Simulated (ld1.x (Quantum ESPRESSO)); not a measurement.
**A TM potential for In, from input to tests**

Aim: build the potential from the settings below, then test how well it stands in for the atom: other configurations, scattering, ghost states and the plane-wave cutoff that it needs.

The numbers are computed with ld1.x (Quantum ESPRESSO) 7.5 (PBE, scalar-relativistic, spin-unpolarised reference atom).

## 1. The design

Typed settings, in words:

| Quantity | Value |
| --- | --- |
| element | indium (In, Z = 49) |
| type | norm-conserving Troullier–Martins (Kleinman–Bylander form) |
| frozen core | [Kr] |
| valence charge | 13 |
| reference configuration | 4d10 5s0 5p0 (charge +3) |
| partial waves | 5s (bound, empty): rc 1.95 bohr; 5p (bound, empty): rc 2.15 bohr; 4d (bound): rc 1.35 bohr |
| local potential | the d channel |
| core correction | Bessel-smoothed model core inside 0.95 bohr |

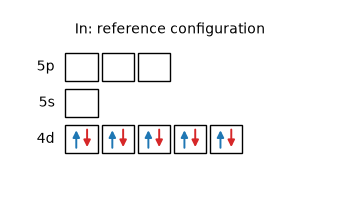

The outer shells as boxes. The arrows follow Hund's rule for the drawing; the calculation itself is spin-unpolarised.

## 2. The generation run

In.in

```
 &input
   title='In', zed=49., rel=1, dft='PBE', iswitch=3,
   config='[Kr] 4d10 5s0 5p0',
   nld=3, rlderiv=2.35, eminld=-6.0, emaxld=5.0, deld=0.02
 /
 &inputp
   pseudotype=2, tm=.true., lloc=2,
   nlcc=.true., new_core_ps=.true., rcore=0.95,
   file_pseudopw='In.UPF', file_wfcaegen='ae.wfc', file_wfcncgen='nc.wfc', file_beta='beta', file_chi='chi'
 /
3
5S  1  0   0.00   0.00  1.95  1.95  0.0
5P  2  1   0.00   0.00  2.15  2.15  0.0
4D  3  2  10.00   0.00  1.35  1.35  0.0
 &test
   configts(1)='4d10 5s0 5p0'
 /
```

On the command line:

```bash
ld1.x < In.in > In.out
```

Output in In.out (without the banner and most projector matrices):

```text
     Program LD1 v.7.5
     --------------------------- All-electron run ----------------------------

     In
     scalar relativistic calculation

     atomic number is 49.00
     dft =PBE   lsd =0 sic =0 latt =0  beta=0.20 tr2=1.0E-14
     Exchange-correlation= PBE
                           (   1   4   3   4   0   0   0)
     mesh =1241 r(mesh) = 100.30140 a.u. xmin = -7.00 dx = 0.01250
     1 Ry =  13.60569312 eV, c = 137.03599908

     n l     nl                  e(Ry)          e(Ha)          e(eV)
     1 0     1S 1( 2.00)     -2042.1141     -1021.0571    -27784.3781
     2 0     2S 1( 2.00)      -307.6128      -153.8064     -4185.2850
     2 1     2P 1( 6.00)      -276.3181      -138.1591     -3759.4994
     3 0     3S 1( 2.00)       -60.1384       -30.0692      -818.2249
     3 1     3P 1( 6.00)       -49.8903       -24.9451      -678.7918
     4 0     4S 1( 2.00)       -10.9726        -5.4863      -149.2892
     4 1     4P 1( 6.00)        -7.9193        -3.9597      -107.7479
     3 2     3D 1(10.00)       -33.9822       -16.9911      -462.3515
     4 2     4D 1(10.00)        -3.5197        -1.7598       -47.8874
     5 0     5S 1( 0.00)        -2.4301        -1.2151       -33.0635
     5 1     5P 1( 0.00)        -1.8135        -0.9068       -24.6740

     final scf error:  7.7E-16 reached in  24 iterations

     Etot =  -11759.388675 Ry,   -5879.694338 Ha, -159994.633626 eV

     Ekin =   12257.157983 Ry,    6128.578991 Ha,  166767.130073 eV
     Encl =  -28333.691591 Ry,  -14166.845795 Ha, -385499.512829 eV
     Eh   =    4634.705089 Ry,    2317.352545 Ha,   63058.375161 eV
     Exc  =    -317.560156 Ry,    -158.780078 Ha,   -4320.626031 eV

     normalization and overlap integrals

     s(1S/1S) =  1.000000  <r> =   0.0297  <r2> =    0.0012  r(max) =   0.0192
     s(2S/2S) =  1.000000  <r> =   0.1285  <r2> =    0.0195  r(max) =   0.1090
     s(2P/2P) =  1.000000  <r> =   0.1122  <r2> =    0.0154  r(max) =   0.0870
     s(3S/3S) =  1.000000  <r> =   0.3486  <r2> =    0.1389  r(max) =   0.3153
     s(3P/3P) =  1.000000  <r> =   0.3471  <r2> =    0.1399  r(max) =   0.3075
     s(4S/4S) =  1.000000  <r> =   0.8479  <r2> =    0.8137  r(max) =   0.7658
     s(4P/4P) =  1.000000  <r> =   0.9205  <r2> =    0.9686  r(max) =   0.8152
     s(3D/3D) =  1.000000  <r> =   0.3243  <r2> =    0.1250  r(max) =   0.2581
     s(4D/4D) =  1.000000  <r> =   1.1504  <r2> =    1.5673  r(max) =   0.9237
     s(5S/5S) =  1.000000  <r> =   2.2231  <r2> =    5.5368  r(max) =   1.9802
     s(5P/5P) =  1.000000  <r> =   2.6052  <r2> =    7.6135  r(max) =   2.3296

     ------------------------ End of All-electron run ------------------------

     --------------------- Generating NC pseudopotential ---------------------

      Generating local pot.: lloc=2, matching radius rcloc =   1.3500

      Computing core charge for nlcc:

       r > 0.96 : true rho core
      Core charge pseudized with two Bessel functions
      Integrated core pseudo-charge :  12.02

      Wfc   5S  rcut= 1.931  Using Troullier-Martins method

      Wfc   5P  rcut= 2.134  Using Troullier-Martins method

     ------------------- End of pseudopotential generation -------------------

     [... the all-electron block is printed once more ...]


     Computing logarithmic derivative in   2.34421
     Computing logarithmic derivative in   2.34421
     Computing the partial wave expansion
     R is outside the sphere for l=    0 j= 0.00
     R is outside the sphere for l=    1 j= 0.00
       no projector for channel:   2

     ---------------------- Testing the pseudopotential ----------------------

     In
     scalar relativistic calculation

     atomic number is 49.00   valence charge is 13.00
     dft =PBE   lsd =0 sic =0 latt =0  beta=0.20 tr2=1.0E-14
     mesh =1241 r(mesh) = 100.30140 xmin = -7.00 dx = 0.01250

     n l     nl             e AE (Ry)        e PS (Ry)    De AE-PS (Ry)
     3 2     4D   1(10.00)       -3.51966       -3.51968        0.00002
     1 0     5S   1( 0.00)       -2.43012       -2.43013        0.00000
     2 1     5P   1( 0.00)       -1.81351       -1.81351       -0.00000

     eps = 2.3E-15  iter = 17

     Etot =  -11759.388675 Ry,   -5879.694338 Ha, -159994.633626 eV
     Etotps =  -135.666766 Ry,     -67.833383 Ha,   -1845.840382 eV

     Ekin =      91.241514 Ry,      45.620757 Ha,    1241.404040 eV
     Encl =    -260.797958 Ry,    -130.398979 Ha,   -3548.336986 eV
     Ehrt =      78.076623 Ry,      39.038312 Ha,    1062.286573 eV
     Ecxc =     -44.186945 Ry,     -22.093472 Ha,    -601.194010 eV
     (Ecc =     -24.391855 Ry,     -12.195927 Ha,    -331.868092 eV)

     ---------------------- End of pseudopotential test ----------------------
```

Run time: 1.2 s. Hardware: 1 thread of Neoverse-V2, shared host. (Generation and the later configuration tests together.)

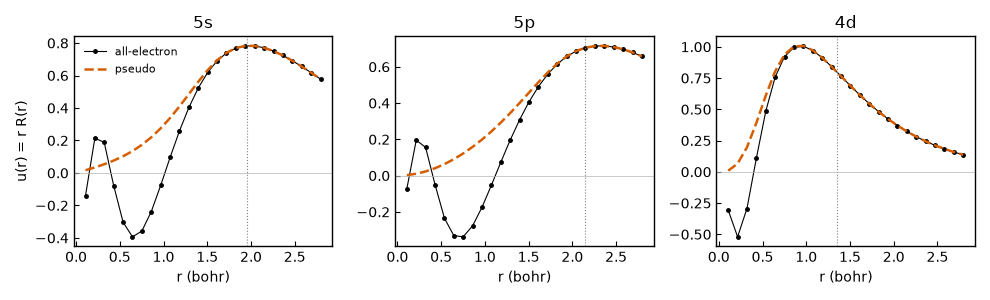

Bound waves of the atom and their pseudo partners (5s, 5p, 4d), with the matching radii dotted. The curves join 26 sampled radii, too few to resolve the innermost nodes.

## 3. Transferability test

In.test.in

```
 &input
   title='In', zed=49., rel=1, dft='PBE', iswitch=2,
   config='[Kr] 4d10 5s0 5p0'
 /
 &test
   file_pseudo='In.UPF', nconf=8,
   configts(1)='4d10 5s0 5p0',
   configts(2)='4d10 5s2 5p1',
   configts(3)='4d10 5s2 5p0',
   configts(4)='4d10 5s1 5p0',
   configts(5)='4d9 5s2 5p2',
   configts(6)='4d10 5s2 5p0.5',
   configts(7)='4d9 5s2 5p1',
   configts(8)='4d10 5s0 5p3'
 /
```

On the command line:

```bash
ld1.x < In.test.in > In.test.out
```

In.test.out, the pseudopotential blocks:

```text
     ---------------------- Testing the pseudopotential ----------------------

     In
     scalar relativistic calculation

     atomic number is 49.00   valence charge is 13.00
     dft =PBE   lsd =0 sic =0 latt =0  beta=0.20 tr2=1.0E-14
     mesh =1241 r(mesh) = 100.30140 xmin = -7.00 dx = 0.01250

     n l     nl             e AE (Ry)        e PS (Ry)    De AE-PS (Ry)
     3 2     4D   1(10.00)       -3.51966       -3.51968        0.00002
     1 0     5S   1( 0.00)       -2.43012       -2.43013        0.00000
     2 1     5P   1( 0.00)       -1.81351       -1.81351       -0.00000

     eps = 8.0E-15  iter = 17

     Etot =  -11759.388675 Ry,   -5879.694338 Ha, -159994.633626 eV
     Etotps =  -135.666765 Ry,     -67.833382 Ha,   -1845.840366 eV

     Ekin =      91.241515 Ry,      45.620758 Ha,    1241.404055 eV
     Encl =    -260.797958 Ry,    -130.398979 Ha,   -3548.336983 eV
     Ehrt =      78.076623 Ry,      39.038311 Ha,    1062.286572 eV
     Ecxc =     -44.186945 Ry,     -22.093472 Ha,    -601.194009 eV
     (Ecc =     -24.391855 Ry,     -12.195927 Ha,    -331.868092 eV)

     ---------------------- End of pseudopotential test ----------------------

     ---------------------- Testing the pseudopotential ----------------------

     In
     [...]
     n l     nl             e AE (Ry)        e PS (Ry)    De AE-PS (Ry)
     3 2     4D   1(10.00)       -1.36879       -1.38106        0.01227  !
     1 0     5S   1( 2.00)       -0.60349       -0.60301       -0.00048
     2 1     5P   1( 1.00)       -0.18511       -0.18523        0.00013

     eps = 4.4E-15  iter = 17

     Etot =  -11763.278081 Ry,   -5881.639040 Ha, -160047.551690 eV
     Etotps =  -139.554930 Ry,     -69.777465 Ha,   -1898.741545 eV
     dEtot_ae =      -3.889406 Ry
     dEtot_ps =      -3.888165 Ry,   Delta E=      -0.001241 Ry

     [...]
     ---------------------- End of pseudopotential test ----------------------

     ---------------------- Testing the pseudopotential ----------------------

     In
     [...]
     n l     nl             e AE (Ry)        e PS (Ry)    De AE-PS (Ry)
     3 2     4D   1(10.00)       -1.91631       -1.92591        0.00960  !
     1 0     5S   1( 2.00)       -1.09694       -1.09597       -0.00098
     2 1     5P   1( 0.00)       -0.61969       -0.61943       -0.00026

     eps = 9.7E-15  iter = 21

     Etot =  -11762.883901 Ry,   -5881.441951 Ha, -160042.188603 eV
     Etotps =  -139.160694 Ry,     -69.580347 Ha,   -1893.377698 eV
     dEtot_ae =      -3.495226 Ry
     dEtot_ps =      -3.493929 Ry,   Delta E=      -0.001297 Ry

     [...]
     ---------------------- End of pseudopotential test ----------------------

     ---------------------- Testing the pseudopotential ----------------------

     In
     [...]
     n l     nl             e AE (Ry)        e PS (Ry)    De AE-PS (Ry)
     3 2     4D   1(10.00)       -2.68486       -2.68943        0.00457
     1 0     5S   1( 1.00)       -1.73982       -1.73862       -0.00119
     2 1     5P   1( 0.00)       -1.19185       -1.19124       -0.00061

     eps = 8.2E-15  iter = 18

     Etot =  -11761.470178 Ry,   -5880.735089 Ha, -160022.953921 eV
     Etotps =  -137.747879 Ry,     -68.873939 Ha,   -1874.155369 eV
     dEtot_ae =      -2.081503 Ry
     dEtot_ps =      -2.081114 Ry,   Delta E=      -0.000389 Ry

     [...]
     ---------------------- End of pseudopotential test ----------------------

     ---------------------- Testing the pseudopotential ----------------------

     In
     [...]
     n l     nl             e AE (Ry)        e PS (Ry)    De AE-PS (Ry)
     3 2     4D   1( 9.00)       -1.77783       -1.82200        0.04417  !
     1 0     5S   1( 2.00)       -0.75443       -0.75280       -0.00163
     2 1     5P   1( 2.00)       -0.27030       -0.26890       -0.00140

     eps = 6.2E-15  iter = 15

     Etot =  -11761.932561 Ry,   -5880.966280 Ha, -160029.244958 eV
     Etotps =  -138.181702 Ry,     -69.090851 Ha,   -1880.057837 eV
     dEtot_ae =      -2.543886 Ry
     dEtot_ps =      -2.514938 Ry,   Delta E=      -0.028948 Ry

     [...]
     ---------------------- End of pseudopotential test ----------------------

     ---------------------- Testing the pseudopotential ----------------------

     In
     [...]
     n l     nl             e AE (Ry)        e PS (Ry)    De AE-PS (Ry)
     3 2     4D   1(10.00)       -1.62509       -1.63635        0.01126  !
     1 0     5S   1( 2.00)       -0.83741       -0.83671       -0.00070
     2 1     5P   1( 0.50)       -0.39025       -0.39021       -0.00004

     eps = 6.7E-15  iter = 18

     Etot =  -11763.135469 Ry,   -5881.567734 Ha, -160045.611355 eV
     Etotps =  -139.412251 Ry,     -69.706125 Ha,   -1896.800303 eV
     dEtot_ae =      -3.746794 Ry
     dEtot_ps =      -3.745486 Ry,   Delta E=      -0.001308 Ry

     [...]
     ---------------------- End of pseudopotential test ----------------------

     ---------------------- Testing the pseudopotential ----------------------

     In
     [...]
     n l     nl             e AE (Ry)        e PS (Ry)    De AE-PS (Ry)
     3 2     4D   1( 9.00)       -2.35305       -2.39160        0.03855  !
     1 0     5S   1( 2.00)       -1.27855       -1.27455       -0.00400
     2 1     5P   1( 1.00)       -0.74467       -0.74065       -0.00402

     eps = 9.2E-16  iter = 10

     Etot =  -11761.432155 Ry,   -5880.716077 Ha, -160022.436583 eV
     Etotps =  -137.683843 Ry,     -68.841921 Ha,   -1873.284112 eV
     dEtot_ae =      -2.043480 Ry
     dEtot_ps =      -2.017078 Ry,   Delta E=      -0.026402 Ry

     [...]
     ---------------------- End of pseudopotential test ----------------------

     ---------------------- Testing the pseudopotential ----------------------

     In
     [...]
     n l     nl             e AE (Ry)        e PS (Ry)    De AE-PS (Ry)
     3 2     4D   1(10.00)       -1.59542       -1.60669        0.01128  !
     1 0     5S   1( 0.00)       -0.73951       -0.73914       -0.00036
     2 1     5P   1( 3.00)       -0.28182       -0.28182       -0.00000

     eps = 8.9E-15  iter = 13

     Etot =  -11762.399986 Ry,   -5881.199993 Ha, -160035.604596 eV
     Etotps =  -138.677770 Ry,     -69.338885 Ha,   -1886.807177 eV
     dEtot_ae =      -3.011311 Ry
     dEtot_ps =      -3.011005 Ry,   Delta E=      -0.000306 Ry

     [...]
     ---------------------- End of pseudopotential test ----------------------
```

Energies count from the reference configuration 4d10 5s0 5p0; the error is all-electron less pseudo.

```tsv
valence configuration	charge	ΔE all-electron (eV)	error AE − PS (meV)
4d10 5s2 5p1	0	-52.918	-17
4d10 5s2 5p0	+1	-47.555	-18
4d10 5s1 5p0	+2	-28.320	-5.3
4d9 5s2 5p2	0	-34.611	-394
4d10 5s2 5p0.5	+0.5	-50.978	-18
4d9 5s2 5p1	+1	-27.803	-359
4d10 5s0 5p3	0	-40.971	-4.2
```

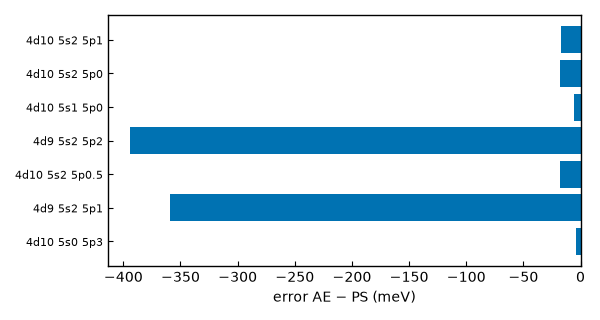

Error of the potential in each test configuration.

## 4. Does it scatter like the atom?

Taken from the files of the generation run. The phase is arctan(r·u′/u) with u = r·R, unwrapped, with energies in Ry. A pole is an energy at which the radial function vanishes at the test radius. The pseudo phase is shifted by a multiple of π to meet the all-electron one at the reference energy. Levels narrower than the energy grid can be missing from the poles. The last column is the largest difference on the grid between −1 and +1 Ry.

| channel | radius (bohr) | reference (Ry) | poles AE | poles PS | energies with phases within 0.05 rad (Ry) | largest difference near zero (rad) |
| --- | --- | --- | --- | --- | --- | --- |
| s | 2.34 | -2.43 | -0.12 | -0.31, 4.54 | below 0.7 | 0.050 |
| p | 2.34 | -1.81 | 1.39 | -5.72, 1.18 | -5.6 to 2.8 | 0.013 |
| d | 2.34 | -3.52 | -3.33, 4.07 | -3.33, 4.07 | the whole range | 0.003 |

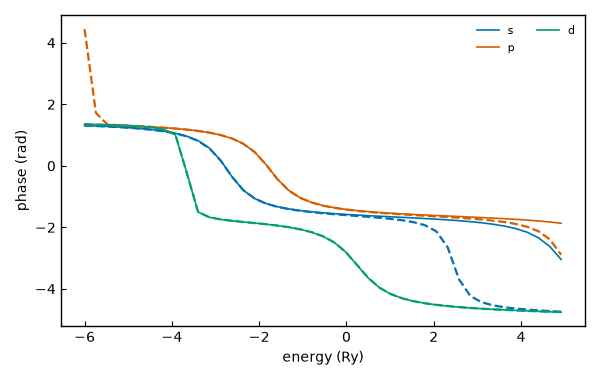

Phases by channel: all-electron solid, pseudo dashed.

## 5. Plane-wave convergence, by spherical Bessel functions

A separate test, outside the generator: the pseudo-atom's Hamiltonian at the reference potential is diagonalised in spherical Bessel functions j_l(qr) that vanish at 20 bohr, with q² up to the cutoff.

All-electron valence levels (Ry): 5s -2.4301, 5p -1.8135, 4d -3.5197. The lowest levels of each channel (Ry) by cutoff; the last column sums, over occupied levels, occupation times the distance from the level at 400 Ry. A positive value is a state of the box, at any cutoff.

| cutoff (Ry) | s #1 | s #2 | p #1 | p #2 | d #1 | f #1 | Σ f·Δε (mRy) |
| --- | --- | --- | --- | --- | --- | --- | --- |
| 8 | -4.0371 | -2.4139 | -1.8061 | -0.8112 | -1.6920 | -0.6514 | 18276.6 |
| 12 | -7.5250 | -2.4185 | -1.8123 | -0.8122 | -2.0015 | -0.6575 | 15181.9 |
| 21 | -12.1982 | -2.4272 | -2.5755 | -1.8116 | -2.6204 | -0.6634 | 8992.8 |
| 30 | -13.6377 | -2.4297 | -4.5252 | -1.8134 | -3.0142 | -0.6659 | 5055.0 |
| 45 | -14.2716 | -2.4300 | -5.5000 | -1.8135 | -3.3901 | -0.6675 | 1295.6 |
| 55 | -14.3361 | -2.4301 | -5.6544 | -1.8135 | -3.4802 | -0.6679 | 395.0 |
| 80 | -14.3487 | -2.4301 | -5.7419 | -1.8135 | -3.5179 | -0.6681 | 17.6 |
| 90 | -14.3489 | -2.4301 | -5.7429 | -1.8135 | -3.5194 | -0.6681 | 3.1 |
| 100 | -14.3495 | -2.4301 | -5.7430 | -1.8135 | -3.5195 | -0.6681 | 1.7 |
| 140 | -14.3511 | -2.4301 | -5.7436 | -1.8135 | -3.5196 | -0.6681 | 0.6 |
| 180 | -14.3512 | -2.4301 | -5.7439 | -1.8135 | -3.5197 | -0.6681 | 0.1 |
| 400 | -14.3512 | -2.4301 | -5.7439 | -1.8135 | -3.5197 | -0.6681 | 0.0 |

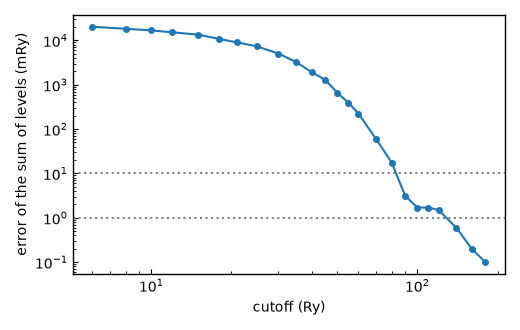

Occupation-weighted error of the valence levels against the cutoff; the dotted lines mark 10 and 1 mRy.

The sum stays within 10 mRy from 90 Ry and within 1 mRy from 140 Ry. The sum leaves out empty levels, which can need more. Ghost test: ghost states, bound below the all-electron valence or empty levels of the same l: s at -195.3 eV, p at -78.1 eV.

## 6. Summary of results

| quantity | value |
| --- | --- |
| cutoffs for 10 and 1 mRy, occupied levels | 90 Ry and 140 Ry |
| bound ghosts | s at -195.26 eV, p at -78.15 eV |
| largest test error (AE − PS) | -394 meV, for 4d9 5s2 5p2 |
| largest phase difference near zero energy, channels read | 0.050 rad |

**Reading.** It has a bound ghost (s, p), which would be filled ahead of the true valence states and rules the file out. By total energies transferability is poor: the largest error is 394 meV on 34.6 eV, for 4d9 5s2 5p2. The potential is hard: the looser tolerance needs 90 Ry. Near zero energy the largest phase difference is 0.05 rad, in the s channel. The pseudo curves have a pole that the atom lacks: p at -5.72 Ry.
